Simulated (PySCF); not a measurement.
## A study: H₉NSi₃, SMILES `[SiH3]N([SiH3])[SiH3]`

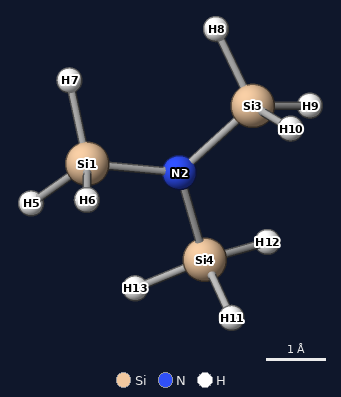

The molecule, with its atoms numbered as below. No frequency check shows the geometry to be a minimum.

Cartesian coordinates (Å):

```
Si1      1.6766    0.4611   -0.0128
N2       0.0003    0.0000    0.1286
Si3     -1.2377    1.2212   -0.0127
Si4     -0.4390   -1.6823   -0.0126
H5       2.4744   -0.5674    0.6511
H6       2.0633    0.5668   -1.4246
H7       1.8359    1.7534    0.6511
H8      -0.7456    2.4267    0.6510
H9      -2.4362    0.7134    0.6512
H10     -1.5236    1.5023   -1.4245
H11     -0.5408   -2.0701   -1.4245
H12     -1.7286   -1.8589    0.6512
H13      0.6006   -2.4664    0.6511
```

## 1. Bonding charge

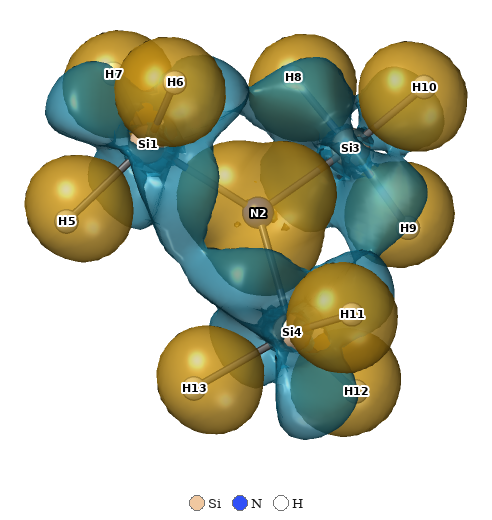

Deformation density (molecule less spherical, spin-averaged free atoms at the same positions), surfaces at ±0.06 e/Å³; yellow: gain, teal: loss.

Computed with PySCF, ωB97X/def2-TZVP, geometry: GFN2-xTB.

Question: Describe the bonding that the map shows.

Answer: Si1–H5, Si3–H9, Si4–H12, Si3–H8 and 2 more like them: +0.25 e/Å³ at the bond critical point (bond length 1.46 Å, Mayer order 1.0). Si1–H6, Si3–H10 and Si4–H11: +0.24 e/Å³ at the bond critical point (bond length 1.47 Å, Mayer order 1.0). Si1–N2 and N2–Si4: +0.13 e/Å³ at the bond critical point (bond length 1.74 Å, Mayer order 1.1). N2–Si3: +0.13 e/Å³ at the bond critical point (bond length 1.75 Å, Mayer order 1.1). In all, 3.6 electrons gather in the regions of gain relative to the promolecule. A small or negative value marks a very polar bond, one between electron-rich atoms, whose free-atom densities already overlap strongly, a long bond to a heavier atom, or a closed-shell contact such as a hydrogen bond.

Question: Where do the Hirshfeld charges lie?

Answer: The highest Hirshfeld charge is on Si1, Si3 and Si4 (+0.36 e), the lowest on N2 (−0.37 e).

## 2. Bond critical points

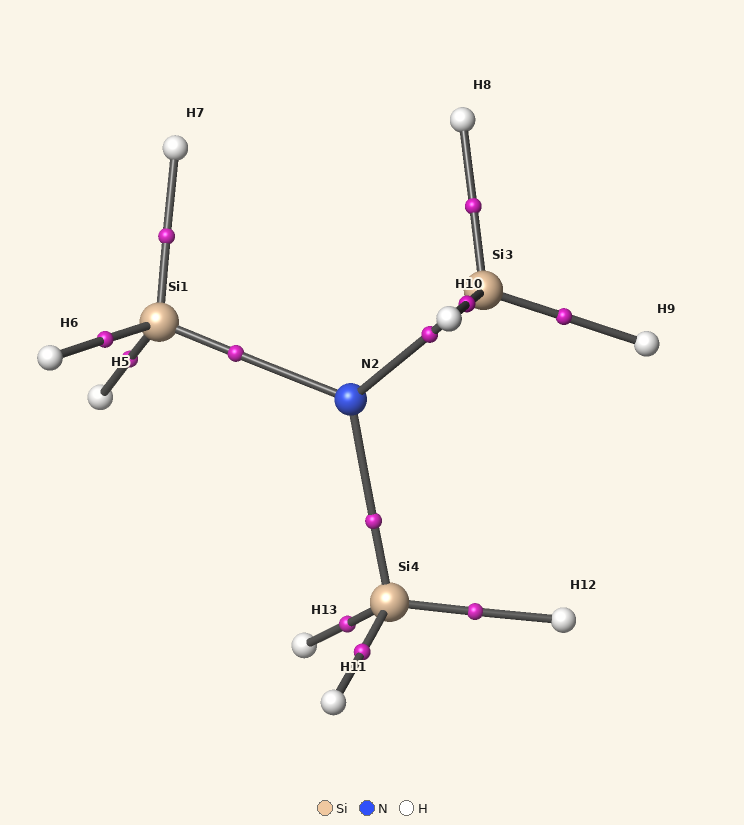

Molecular graph of the electron density (QTAIM): bond paths, bond critical points (magenta), ring points (cyan, if any); weak paths are dashed.

Question: How many critical points of each kind are there, and does the count close?

Answer: 13 nuclei, 12 bond, 0 ring and 0 cage critical points: 13 − 12 + 0 − 0 = 1, as the Poincaré–Hopf relation requires.

Question: Give the properties at the bond critical points.

Answer:
| bond | length (Å) | ρ (a.u.) | ∇²ρ (a.u.) | ε | H (a.u.) |
| --- | --- | --- | --- | --- | --- |
| Si1–H5 (6 alike) | 1.461 | 0.127 | +0.18 | 0.03 | −0.081 |
| Si1–N2 (2 alike) | 1.744 | 0.126 | +0.50 | 0.07 | −0.059 |
| N2–Si3 | 1.745 | 0.126 | +0.50 | 0.07 | −0.059 |
| Si1–H6 (3 alike) | 1.468 | 0.126 | +0.17 | 0.03 | −0.080 |

Question: What kind of interaction is N2–Si3?

Answer: Polar or intermediate (positive Laplacian, negative energy density H): ρ = 0.126, ∇²ρ = +0.50, H = −0.059 a.u.

## 3. Local ionisation energy

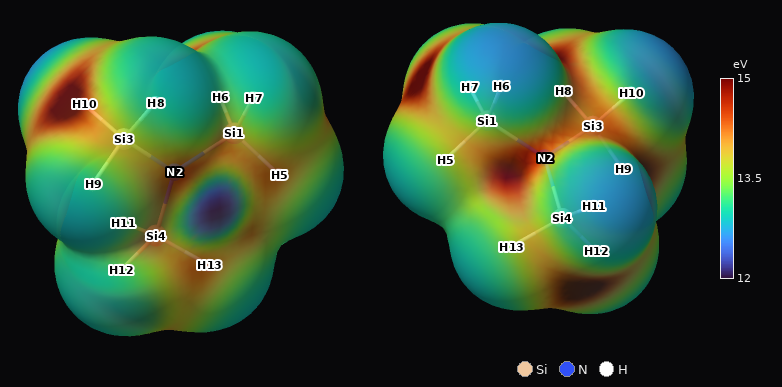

Average local ionisation energy on the surface of electron density 0.001 a.u. (back view left, front view right).

Question: Where are the most loosely bound electrons on this surface?

Answer: The lowest value is 12.1 eV, 2.0 Å from N2. Further minima include 12.6 eV, 1.5 Å from H6, and at like points elsewhere; 12.9 eV, 1.5 Å from H7, and at like points elsewhere. For comparison, the highest occupied orbital lies at −10.0 eV.

Question: What volume does the surface enclose, and what is the dipole moment?

Answer: About 160 Å³; the dipole moment is 0.0 D.

## 4. In an electric field

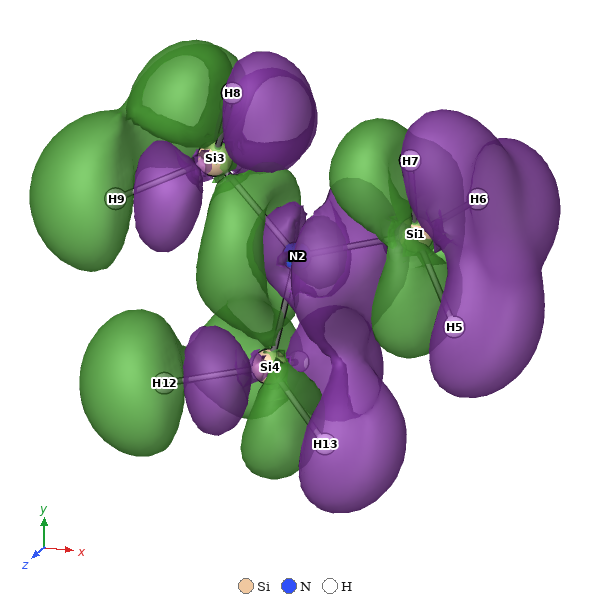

Change of the electron density in a uniform field of 0.21 V/Å, surfaces at ±0.001 e/Å³ (purple: gain, green: loss).

Method: ωB97X/def2-TZVP; geometry: GFN2-xTB; program: PySCF. A basis without diffuse functions makes polarisabilities too small.

The field was applied in both directions; the picture shows the one opposite to the script's first.

Question: Along which Cartesian direction does the field point?

Answer: Along −x: electrons gather on the +x side, against the field.

Question: What dipole is induced, and what polarisability does it imply?

Answer: The induced dipole is 0.86 D (along the field); α along this axis, from the fields in both directions, is 84 bohr³ (12.5 Å³).

## 5. Removing or adding an electron

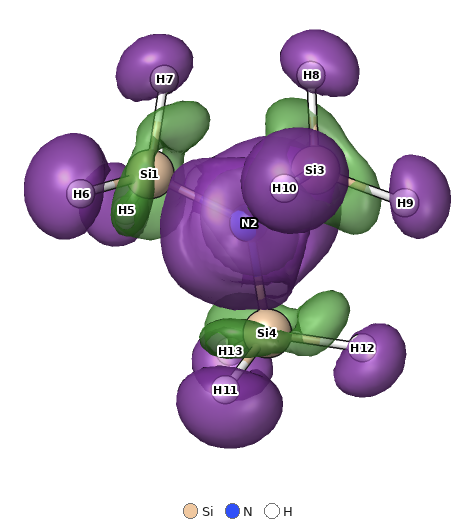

Fukui function f⁻ = ρ(N) − ρ(N−1) at fixed geometry, surfaces at ±0.015 e/Å³ (purple positive, green negative).

PySCF calculation, ωB97X/def2-TZVP, gas phase; geometry: GFN2-xTB.

Question: On which atoms does the density change most on removal of an electron?

Answer: f⁻ (Hirshfeld-condensed) is largest on N2 (0.23); the vertical ionisation energy is 9.59 eV (the stability of the cation's solution wasn't checked). Condensed values hint at sites of electrophilic attack but needn't mark the atom that reacts. Orbital relaxation makes it negative in places (0.32 e in all).

```json
{"atom": "Si1", "f⁻": "+0.09", "charge": "+0.36"}
{"atom": "N2", "f⁻": "+0.23", "charge": "−0.37"}
{"atom": "Si3", "f⁻": "+0.09", "charge": "+0.36"}
{"atom": "Si4", "f⁻": "+0.09", "charge": "+0.36"}
{"atom": "H5", "f⁻": "+0.04", "charge": "−0.08"}
{"atom": "H6", "f⁻": "+0.07", "charge": "−0.09"}
{"atom": "H7", "f⁻": "+0.04", "charge": "−0.08"}
{"atom": "H8", "f⁻": "+0.04", "charge": "−0.08"}
{"atom": "H9", "f⁻": "+0.04", "charge": "−0.08"}
{"atom": "H10", "f⁻": "+0.07", "charge": "−0.09"}
{"atom": "H11", "f⁻": "+0.07", "charge": "−0.09"}
{"atom": "H12", "f⁻": "+0.04", "charge": "−0.08"}
{"atom": "H13", "f⁻": "+0.04", "charge": "−0.08"}
```

The PySCF runs shown took 35 s, 88 s and 120 s on 1 thread of Arm Neoverse V2, with other jobs on the host.
